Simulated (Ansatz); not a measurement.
# Σ11 (113) boundary in fcc Cu: structure and resistance

How much does the Σ11 (113) boundary in fcc Cu reflect electrons?

Calculated with Ansatz 0.2.0; Ansatz plane-wave DFT, PBE, PAW files; relaxation of a bicrystal slab with its lowest layers held; PAW set soft_1, in the first sound run; inputs show where later runs differ.

**1. Starting point**

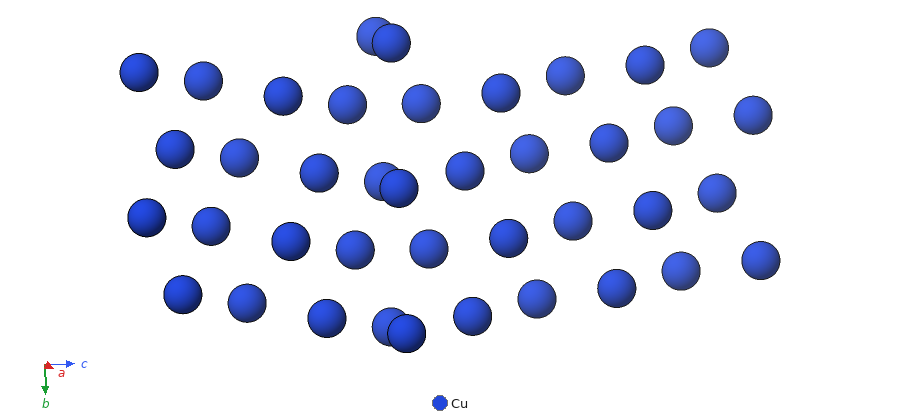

The cell as given, from the side, with the c axis across the page (copper blue). 1×2×1 cells are drawn. Some periodic images of atoms are drawn too.

The cell holds 18 atoms: 18 Cu. Cell: a = 2.556 Å, b = 4.427 Å, c = 29.579 Å, α = 90.0°, β = 90.0°, γ = 73.2°. It derives from Cu. built on the (1 1 3) plane; 1 overlapping atoms removed and the grains opened by 0.05 Å. Vacuum lies along c.

**2. Relaxing the bicrystal**

The boundary is built by mirroring the lower grain in the boundary plane and removing any atoms that overlap. A thin bicrystal slab is relaxed first, with the lowest layers held and the upper grain free to shift and open.

Contents of input.yaml:

```yaml
crystal:
  lattice:
    - [2.5561627297, 0.0, 0.0]
    - [1.2780813649, 4.2389163388, 0.0]
    - [0.0, 0.0, 29.5791746534]
  atoms:
    - { symbol: Cu, position: [0.9090909092, 0.1818181818, 0.169037847] }
    - { symbol: Cu, position: [0.6363636364, 0.7272727273, 0.2058864563] }
    - { symbol: Cu, position: [0.3636363637, 0.2727272727, 0.2427350656] }
    - { symbol: Cu, position: [0.090909091, 0.8181818182, 0.2795836749] }
    - { symbol: Cu, position: [0.8181818182, 0.3636363636, 0.3164322842] }
    - { symbol: Cu, position: [0.5454545455, 0.9090909091, 0.3532808935] }
    - { symbol: Cu, position: [0.2727272727, 0.4545454545, 0.3901295028] }
    - { symbol: Cu, position: [0.0, 0.0, 0.4269781121] }
    - { symbol: Cu, position: [0.2727272727, 0.4545454545, 0.4655170999] }
    - { symbol: Cu, position: [0.5454545455, 0.9090909091, 0.5023657092] }
    - { symbol: Cu, position: [0.8181818182, 0.3636363636, 0.5392143185] }
    - { symbol: Cu, position: [0.090909091, 0.8181818182, 0.5760629278] }
    - { symbol: Cu, position: [0.3636363637, 0.2727272727, 0.6129115371] }
    - { symbol: Cu, position: [0.6363636364, 0.7272727273, 0.6497601464] }
    - { symbol: Cu, position: [0.9090909092, 0.1818181818, 0.6866087557] }
    - { symbol: Cu, position: [0.1818181819, 0.6363636364, 0.723457365] }
    - { symbol: Cu, position: [0.4545454546, 0.0909090909, 0.7603059743] }
    - { symbol: Cu, position: [0.7272727274, 0.5454545455, 0.7971545836] }
kpoints:
  mp_grid: { grid: [9, 9, 1] }
hamiltonian:
  xc: pbe
  pseudopotentials: { kind: paw, azcp: { folder: soft_1 } }
scf:
  occupations: { method: fermi_dirac, width: 0.1 }
relax:
  f_tol: 0.03
  max_steps: 80
  constraints: [{ sites: [0, 1, 2] }]
```

The run is started by

```console
> ansatz run input.yaml --threads 4 --pin off --max-ram 15360MiB --backend cpu --events-out ev --progress --plain --runs-dir out
```

Numbers of over 12 decimals in the logs are rounded to 6 here.

The log of the run:

```text
Engine: ansatz 0.2.0, aarch64-unknown-linux-gnu
Pseudopotentials: kind: paw
Pseudopotential: Cu, paw, valence charge 19, recommended cutoff 420 eV (normal), soft_1/Cu.paw.azcp
Functional definition: PBE
  parameter kappa = 0.804
  parameter beta = 0.066725
  exchange = pbe_x(kappa = kappa, mu = beta*pi^2/3)
  correlation = pbe_c(beta = beta)
Crystal: 18 atoms, lattice volume = 320.501 Å³
Basis set: ecut = 420 eV, 6329 PW (Γ), exchange–correlation on 36×60×400 points (8 copies of the dense FFT grid, shifted against one another)
Bands: 206, of which v1, the nominal top of the filled ones, is band 171 counted from 1 (170 counted from 0)
Symmetry: 2 space group operations
Space group: Cm (ITA 8), of the structure as read, at distance tolerance 6.8e-5 Å
k-points: 25 of 81 (time reversal used)
Non-local potential: Cu, projectors of the file, l = 0: 3, l = 1: 2, l = 2: 3, l = 3: 1
PAW form: soft (Blöchl's): semilocal exchange-correlation on the pseudo side does not see the compensation charge
PAW one-centre angular grid: Cu, 590 points (default); XC on 64 Gauss nodes
Initial density: superposition of atomic densities (neutral atoms: chi_scale 0, normalization atom)
Initial wavefunctions: pseudopotential atomic-orbital guess
Functional: x = pbe(κ = 0.804, μ = 0.219515), c = pbe(β = 0.066725)
SCF iter   1: F=—  HF=-119266.391776 eV  |F-HF|=—  |Δ(HF+E_count)|=         —  Δρ=2.12e-1  dr2=8.69e1  ethr=3.10e-3  ⟨swp⟩=5.7  Hψ=18379  notcnv=0  defer=210
preconditioner: auto → LDOS  [metal: Δε(μ)=0.003 eV  Ē_g=8.432 eV  σ=0.100 eV  W_gap=0.01  n_scr=102 (ndim 8)  ℏωp=29.2 eV  f_vac=0.316  D(μ)=9.00/eV (n_scr^D=50)  β→1.0]
SCF iter   2: F=—  HF=-119374.231347 eV  |F-HF|=—  |Δ(HF+E_count)|=    1.08e2  Δρ=4.53e-1  dr2=3.80e2  ethr=3.10e-3  ⟨swp⟩=4.0  Hψ=16267  notcnv=0  defer=502  recentre
SCF iter   3: F=—  HF=-119251.855591 eV  |F-HF|=—  |Δ(HF+E_count)|=    1.22e2  Δρ=4.91e-2  dr2=5.20e0  ethr=3.10e-3  ⟨swp⟩=4.0  Hψ=13490  notcnv=0  defer=530
SCF iter   4: F=—  HF=-119251.014870 eV  |F-HF|=—  |Δ(HF+E_count)|=   8.41e-1  Δρ=1.96e-2  dr2=6.78e-1  ethr=1.52e-3  ⟨swp⟩=2.2  Hψ=8539  notcnv=0  defer=528
SCF iter   5: F=—  HF=-119250.889391 eV  |F-HF|=—  |Δ(HF+E_count)|=   1.25e-1  Δρ=5.30e-3  dr2=6.44e-2  ethr=1.98e-4  ⟨swp⟩=2.0  Hψ=9093  notcnv=0  defer=534
SCF iter   6: F=—  HF=-119250.895952 eV  |F-HF|=—  |Δ(HF+E_count)|=   6.56e-3  Δρ=1.75e-3  dr2=6.23e-3  ethr=1.88e-5  ⟨swp⟩=2.0  Hψ=7098  notcnv=0  defer=534
SCF iter   7: F=—  HF=-119250.897903 eV  |F-HF|=—  |Δ(HF+E_count)|=   1.95e-3  Δρ=7.91e-4  dr2=1.30e-3  ethr=1.82e-6  ⟨swp⟩=2.0  Hψ=7193  notcnv=0  defer=534
SCF iter   8: F=—  HF=-119250.898721 eV  |F-HF|=—  |Δ(HF+E_count)|=   8.18e-4  Δρ=5.46e-4  dr2=9.45e-4  ethr=3.81e-7  ⟨swp⟩=2.0  Hψ=7385  notcnv=0  defer=534
SCF iter   9: F=—  HF=-119250.898653 eV  |F-HF|=—  |Δ(HF+E_count)|=   6.82e-5  Δρ=1.74e-4  dr2=1.99e-4  ethr=2.76e-7  ⟨swp⟩=2.2  Hψ=6516  notcnv=0  defer=534
SCF iter  10: F=-119250.898655 eV  HF=-119250.898651 eV  |F-HF|=3.55e-6  |Δ(HF+E_count)|=   1.25e-6  Δρ=6.02e-5  dr2=9.42e-6  ethr=6.58e-9  ⟨swp⟩=3.2  Hψ=18604  notcnv=0
SCF 1 converged in 10 iterations: F = -119250.898655 eV  dr2 = 9.42e-6
  greatest PAW one-centre occupation: 1.000 electrons in one spin orbital (limit 2), on the Cu atom at site 0 (counted from 0), in its partial waves of l = 0
relax step   1: F+E_penalty+E_count = -119250.89865481 eV  Δ(F+E_penalty+E_count) = +0.000e0 eV  max|allowed force component| = 1.340e0 eV/Å  Δτ_max = 0.0000 Å  (10 SCF iters, dr2 threshold 2.25e-5 eV, accepted)
Initial density: handed on by an earlier stage of this run
Initial wavefunctions: those handed on with the density
iter 1 solved again at ethr=5.76e-5 eV; its pass at ethr=3.10e-3 eV (dr2=1.97e-1 eV) is discarded
SCF iter   1: F=—  HF=-119251.058372 eV  |F-HF|=—  |Δ(HF+E_count)|=         —  Δρ=9.57e-3  dr2=1.56e-1  ethr=5.76e-5  ⟨swp⟩=2.0  Hψ=18780  notcnv=0  defer=536
preconditioner: auto → LDOS  [metal: Δε(μ)=0.056 eV  Ē_g=9.251 eV  σ=0.100 eV  W_gap=0.14  n_scr=102 (ndim 8)  ℏωp=29.2 eV  f_vac=0.312  D(μ)=6.08/eV (n_scr^D=38)  β→1.0]
SCF iter   2: F=—  HF=-119251.011724 eV  |F-HF|=—  |Δ(HF+E_count)|=   4.66e-2  Δρ=6.22e-3  dr2=9.79e-2  ethr=4.57e-5  ⟨swp⟩=2.0  Hψ=8762  notcnv=0  defer=536
SCF iter   3: F=—  HF=-119251.016095 eV  |F-HF|=—  |Δ(HF+E_count)|=   4.37e-3  Δρ=7.88e-3  dr2=1.15e-1  ethr=2.86e-5  ⟨swp⟩=2.0  Hψ=9045  notcnv=0  defer=536
SCF iter   4: F=—  HF=-119250.991431 eV  |F-HF|=—  |Δ(HF+E_count)|=   2.47e-2  Δρ=6.82e-4  dr2=1.30e-3  ethr=2.86e-5  ⟨swp⟩=2.0  Hψ=8139  notcnv=0  defer=538
SCF iter   5: F=—  HF=-119250.991552 eV  |F-HF|=—  |Δ(HF+E_count)|=   1.21e-4  Δρ=7.87e-4  dr2=1.23e-3  ethr=3.81e-7  ⟨swp⟩=2.8  Hψ=10042  notcnv=0  defer=538
SCF iter   6: F=—  HF=-119250.991361 eV  |F-HF|=—  |Δ(HF+E_count)|=   1.92e-4  Δρ=2.02e-4  dr2=1.58e-4  ethr=3.58e-7  ⟨swp⟩=2.0  Hψ=8501  notcnv=0  defer=538
SCF iter   7: F=—  HF=-119250.991351 eV  |F-HF|=—  |Δ(HF+E_count)|=   9.88e-6  Δρ=1.15e-4  dr2=4.30e-5  ethr=2.92e-8  ⟨swp⟩=3.0  Hψ=18793  notcnv=0
SCF iter   8: F=-119250.991341 eV  HF=-119250.991346 eV  |F-HF|=5.02e-6  |Δ(HF+E_count)|=   4.69e-6  Δρ=2.99e-5  dr2=5.49e-6  ethr=1.26e-8  ⟨swp⟩=3.0  Hψ=13582  notcnv=0
SCF 2 converged in 8 iterations: F = -119250.991341 eV  dr2 = 5.49e-6
relax step   2: F+E_penalty+E_count = -119250.99134099 eV  Δ(F+E_penalty+E_count) = -9.269e-2 eV  max|allowed force component| = 7.755e-1 eV/Å  Δτ_max = 0.0846 Å  (8 SCF iters, dr2 threshold 1.00e-4 eV, accepted)
SCF iter   1: F=—  HF=-119251.231744 eV  |F-HF|=—  |Δ(HF+E_count)|=         —  Δρ=1.69e-2  dr2=5.14e-1  ethr=1.35e-3  ⟨swp⟩=5.7  Hψ=13972  notcnv=0  defer=513
preconditioner: auto → LDOS  [metal: Δε(μ)=0.035 eV  Ē_g=9.206 eV  σ=0.100 eV  W_gap=0.09  n_scr=102 (ndim 8)  ℏωp=29.2 eV  f_vac=0.309  D(μ)=6.11/eV (n_scr^D=38)  β→1.0]
SCF iter   2: F=—  HF=-119251.131011 eV  |F-HF|=—  |Δ(HF+E_count)|=   1.01e-1  Δρ=1.42e-2  dr2=4.14e-1  ethr=1.50e-4  ⟨swp⟩=2.0  Hψ=10531  notcnv=0  defer=544
SCF iter   3: F=—  HF=-119251.135228 eV  |F-HF|=—  |Δ(HF+E_count)|=   4.22e-3  Δρ=1.54e-2  dr2=4.47e-1  ethr=1.21e-4  ⟨swp⟩=2.1  Hψ=9001  notcnv=0  defer=544
SCF iter   4: F=—  HF=-119251.058534 eV  |F-HF|=—  |Δ(HF+E_count)|=   7.67e-2  Δρ=5.75e-3  dr2=6.04e-2  ethr=1.21e-4  ⟨swp⟩=2.1  Hψ=7286  notcnv=0  defer=538
SCF iter   5: F=—  HF=-119251.046138 eV  |F-HF|=—  |Δ(HF+E_count)|=   1.24e-2  Δρ=1.82e-3  dr2=5.97e-3  ethr=1.77e-5  ⟨swp⟩=2.0  Hψ=8763  notcnv=0  defer=538
SCF iter   6: F=—  HF=-119251.044324 eV  |F-HF|=—  |Δ(HF+E_count)|=   1.81e-3  Δρ=1.85e-4  dr2=2.51e-4  ethr=1.74e-6  ⟨swp⟩=2.2  Hψ=8531  notcnv=0  defer=538
SCF iter   7: F=—  HF=-119251.044343 eV  |F-HF|=—  |Δ(HF+E_count)|=   1.88e-5  Δρ=3.71e-4  dr2=3.83e-4  ethr=7.34e-8  ⟨swp⟩=3.0  Hψ=9591  notcnv=0  defer=538
SCF iter   8: F=—  HF=-119251.044314 eV  |F-HF|=—  |Δ(HF+E_count)|=   2.87e-5  Δρ=2.04e-4  dr2=1.21e-4  ethr=7.34e-8  ⟨swp⟩=2.0  Hψ=8251  notcnv=0  defer=538
SCF iter   9: F=-119251.044284 eV  HF=-119251.044300 eV  |F-HF|=1.54e-5  |Δ(HF+E_count)|=   1.44e-5  Δρ=6.18e-5  dr2=1.42e-5  ethr=1.10e-8  ⟨swp⟩=3.0  Hψ=19611  notcnv=0
SCF 3 converged in 9 iterations: F = -119251.044284 eV  dr2 = 1.42e-5
relax step   3: F+E_penalty+E_count = -119251.04428449 eV  Δ(F+E_penalty+E_count) = -5.294e-2 eV  max|allowed force component| = 2.182e-1 eV/Å  Δτ_max = 0.2000 Å  (9 SCF iters, dr2 threshold 3.76e-5 eV, accepted)
[...]
relax step   4: F+E_penalty+E_count = -119251.05824380 eV  Δ(F+E_penalty+E_count) = -1.396e-2 eV  max|allowed force component| = 2.841e-2 eV/Å  Δτ_max = 0.0775 Å  (8 SCF iters, dr2 threshold 3.77e-6 eV, accepted)
iter 1 solved again at ethr=6.60e-10 eV; its pass at ethr=3.10e-3 eV (dr2=2.26e-6 eV) is discarded
SCF iter   1: F=—  HF=-119251.058261 eV  |F-HF|=—  |Δ(HF+E_count)|=         —  Δρ=2.43e-5  dr2=2.26e-6  ethr=6.60e-10  ⟨swp⟩=1.4  Hψ=12143  notcnv=0  defer=544
preconditioner: auto → LDOS  [metal: Δε(μ)=0.012 eV  Ē_g=9.217 eV  σ=0.100 eV  W_gap=0.03  n_scr=102 (ndim 8)  ℏωp=29.2 eV  f_vac=0.308  D(μ)=6.02/eV (n_scr^D=38)  β→1.0]
SCF iter   2: F=—  HF=-119251.058247 eV  |F-HF|=—  |Δ(HF+E_count)|=   1.43e-5  Δρ=5.03e-5  dr2=4.80e-6  ethr=6.59e-10  ⟨swp⟩=2.0  Hψ=8773  notcnv=0  defer=544
SCF iter   3: F=—  HF=-119251.058246 eV  |F-HF|=—  |Δ(HF+E_count)|=   7.78e-7  Δρ=2.30e-5  dr2=1.00e-6  ethr=6.59e-10  ⟨swp⟩=2.0  Hψ=8813  notcnv=0  defer=544
SCF iter   4: F=—  HF=-119251.058246 eV  |F-HF|=—  |Δ(HF+E_count)|=   1.76e-7  Δρ=8.15e-6  dr2=1.31e-7  ethr=2.93e-10  ⟨swp⟩=2.0  Hψ=6970  notcnv=0  defer=544
SCF iter   5: F=-119251.058246 eV  HF=-119251.058246 eV  |F-HF|=4.04e-8  |Δ(HF+E_count)|=   4.05e-8  Δρ=6.38e-7  dr2=1.51e-9  ethr=2.92e-11  ⟨swp⟩=4.0  Hψ=15697  notcnv=0
SCF 5 converged in 5 iterations: F = -119251.058246 eV  dr2 = 1.51e-9
relax step   5: F+E_penalty+E_count = -119251.05824567 eV  Δ(F+E_penalty+E_count) = -1.874e-6 eV  max|allowed force component| = 2.832e-2 eV/Å  Δτ_max = 0.0000 Å  (5 SCF iters, accepted)
SCF converged after 5 iterations
Free energy (F): -119251.058246 eV
Harris-Foulkes:  -119251.058246 eV  (|F-HF|=4.04e-8)
Internal energy: -119250.864342 eV  (E = F + TS)
E sigma→0 (E₀):  -119250.961294 eV
Entropy (-TS):   -0.193904 eV (-10.772 meV/atom)
Fermi energy:    9.379797 eV
--- Per-component energies (eV) ---
  E_band       = -8957.796143
  E_kinetic    = 4705.116749
  E_local      = -592393.440180  (includes V_loc(G=0)·N_el)
  E_nonlocal   = 16037.473081
  E_hartree    = 288830.380503
  E_xc         = -1234.715513
  E_vxc        = -1593.739018  (∫ρ·V_xc dr)
  E_paw        = -32685.357121  (= ΣΔE_a)
  E_vpaw       = -13373.991364  (= ΣTr[D̂ρ^β])
  E_aug_tail   = 0.017560  (compensation charges beyond the density's cutoff)
  E_ewald      = 197489.660578
  E_smearing   = -0.193904  (= −TS)
  E_closure    = -0.000000  (closes the sum)
  Σ components = -119251.058246   (vs F -119251.058246, Δ=0.00e0)
--- Forces (eV/Å), atoms counted from 1 ---
  atom   1  Cu    -0.00000000    -0.01053669     0.40269944
  atom   2  Cu     0.00000000     0.01977731    -0.22558272
  atom   3  Cu    -0.00000000    -0.00528735    -0.20537859
  atom   4  Cu    -0.00000000    -0.00393127     0.00262082
  atom   5  Cu     0.00000000     0.00067747    -0.00626685
  atom   6  Cu     0.00000000     0.00804148     0.00151237
  atom   7  Cu    -0.00000000    -0.00072662    -0.00252692
  atom   8  Cu    -0.00000000    -0.00898654     0.00844338
  atom   9  Cu    -0.00000000    -0.00037959    -0.00458048
  atom  10  Cu     0.00000000     0.00417339     0.01003951
  atom  11  Cu     0.00000000     0.00339062     0.00447546
  atom  12  Cu    -0.00000000    -0.00223064     0.00199785
  atom  13  Cu    -0.00000000    -0.00525753    -0.00520750
  atom  14  Cu    -0.00000000    -0.00389237    -0.00138703
  atom  15  Cu    -0.00000000    -0.00639848     0.00108992
  atom  16  Cu     0.00000000     0.01357893     0.01000188
  atom  17  Cu     0.00000000     0.00119468     0.02831779
  atom  18  Cu    -0.00000000    -0.00320445    -0.02030730
  max |Σ_I F_I| component: 3.90e-5 eV/Å
--- Relaxed structure (5 steps of the walk, 5 accepted, 0 SCFs on fresh bases) ---
  F+E_penalty+E_count = -119251.05824567 eV   max|allowed force component| = 2.832e-2 eV/Å
  atoms:
    - { symbol: Cu, position: [0.9090909091, 0.1818181818, 0.169038] }
    - { symbol: Cu, position: [0.63636363635, 0.7272727273, 0.205886] }
    - { symbol: Cu, position: [0.36363636365, 0.2727272727, 0.242735] }
    - { symbol: Cu, position: [0.092253, 0.815494, 0.280669] }
    - { symbol: Cu, position: [0.821203, 0.357593, 0.316549] }
    - { symbol: Cu, position: [0.548454, 0.903092, 0.355486] }
    - { symbol: Cu, position: [0.277072, 0.445856, 0.389928] }
    - { symbol: Cu, position: [0.00517331, -0.010347, 0.431261] }
    - { symbol: Cu, position: [0.276299, 0.447402, 0.472094] }
    - { symbol: Cu, position: [0.547831, 0.904338, 0.507167] }
    - { symbol: Cu, position: [0.820308, 0.359383, 0.545498] }
    - { symbol: Cu, position: [0.091928, 0.816143, 0.582108] }
    - { symbol: Cu, position: [0.364360, 0.271279, 0.619435] }
    - { symbol: Cu, position: [0.636433, 0.727133, 0.656585] }
    - { symbol: Cu, position: [0.908283, 0.183434, 0.693732] }
    - { symbol: Cu, position: [0.178973, 0.642054, 0.730633] }
    - { symbol: Cu, position: [0.453916, 0.092168, 0.769104] }
    - { symbol: Cu, position: [0.726439, 0.547123, 0.801592] }
```

The job ended after 4.2 min (4 threads of Arm Neoverse V2, shared host; peak memory 2.2 GiB; 17 min of CPU time).

Step by step:

| step | energy less that of the first step (eV) | largest force component (eV/Å) |
| --- | --- | --- |
| 1 | 0.0000 | 1.3398 |
| 2 | -0.0927 | 0.7755 |
| 3 | -0.1456 | 0.2182 |
| 4 | -0.1596 | 0.0284 |
| 5 | -0.1596 | 0.0283 |

The run keeps the 2 symmetry operations that it works with, so distortions that break them were not tested.

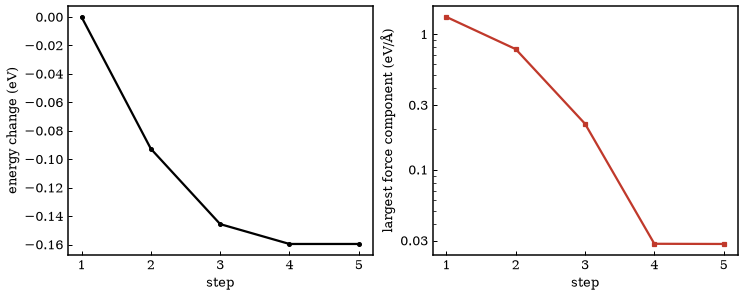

Energy and largest force along the relaxation.

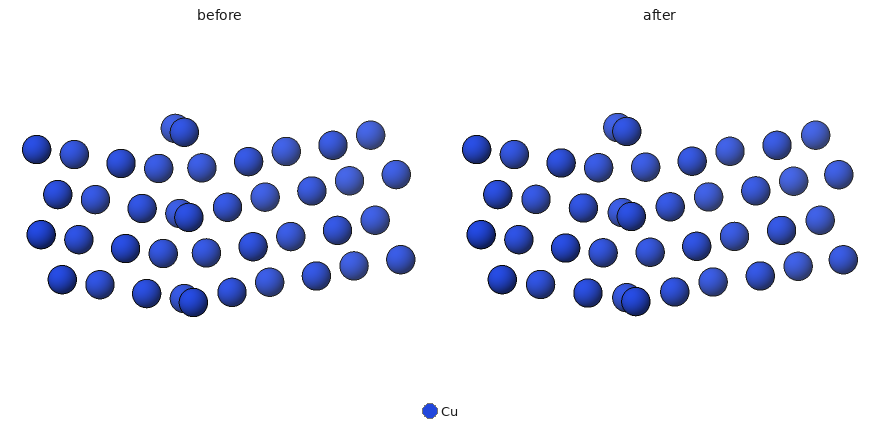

The structure before and after the relaxation, drawn at the same scale.

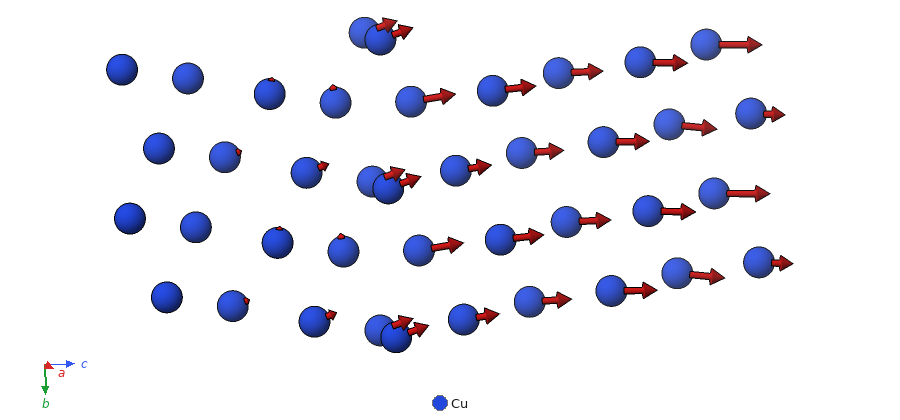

Displacements in the relaxation, exaggerated; the longest in the cell stands for 0.26 Å. 1×2×1 cells are drawn. Some periodic images of atoms are drawn too.

The atoms that moved most (Å):

| atom | dx | dy | dz | length |
| --- | --- | --- | --- | --- |
| Cu17 | 0.000 | 0.005 | 0.260 | 0.260 |
| Cu16 | 0.000 | 0.024 | 0.212 | 0.214 |
| Cu15 | 0.000 | 0.007 | 0.211 | 0.211 |
| Cu14 | 0.000 | -0.001 | 0.202 | 0.202 |
| Cu9 | 0.000 | -0.030 | 0.195 | 0.197 |
| Cu13 | 0.000 | -0.006 | 0.193 | 0.193 |
| Cu11 | 0.000 | -0.018 | 0.186 | 0.187 |
| Cu12 | 0.000 | -0.009 | 0.179 | 0.179 |

Final coordinates:

```cif
data_structure
_symmetry_space_group_name_H-M 'P 1'
_symmetry_Int_Tables_number 1
_cell_length_a 2.5562
_cell_length_b 4.4274
_cell_length_c 29.5792
_cell_angle_alpha 90.000
_cell_angle_beta 90.000
_cell_angle_gamma 73.221
_cell_volume 320.50
loop_
_atom_site_label
_atom_site_type_symbol
_atom_site_fract_x
_atom_site_fract_y
_atom_site_fract_z
_atom_site_occupancy
Cu1 Cu 0.90909 0.18182 0.16904 1
Cu2 Cu 0.63636 0.72727 0.20589 1
Cu3 Cu 0.36364 0.27273 0.24274 1
Cu4 Cu 0.09225 0.81549 0.28067 1
Cu5 Cu 0.82120 0.35759 0.31655 1
Cu6 Cu 0.54845 0.90309 0.35549 1
Cu7 Cu 0.27707 0.44586 0.38993 1
Cu8 Cu 0.00517 0.98965 0.43126 1
Cu9 Cu 0.27630 0.44740 0.47209 1
Cu10 Cu 0.54783 0.90434 0.50717 1
Cu11 Cu 0.82031 0.35938 0.54550 1
Cu12 Cu 0.09193 0.81614 0.58211 1
Cu13 Cu 0.36436 0.27128 0.61944 1
Cu14 Cu 0.63643 0.72713 0.65658 1
Cu15 Cu 0.90828 0.18343 0.69373 1
Cu16 Cu 0.17897 0.64205 0.73063 1
Cu17 Cu 0.45392 0.09217 0.76910 1
Cu18 Cu 0.72644 0.54712 0.80159 1
```

Numbers from this step:

| Quantity | Value |
| --- | --- |
| free energy | -119251.0582 eV |
| energy at zero smearing | -119250.9613 eV |
| Fermi energy | 9.380 eV |

The largest force component on a free atom ends at 0.028 eV/Å, under the tolerance of 0.03, after 5 steps.

[end of part 1 of 3]

[Logs are printed without paths, hosts, clocks, repeated set-up lines and the standing remarks that a program may print on its own settings, such as how far it seeks lower states.]

[Hosts, paths, dates, database ids (printed as entryN), source tags and the programs' standing remarks are cut or masked in the printed files.]
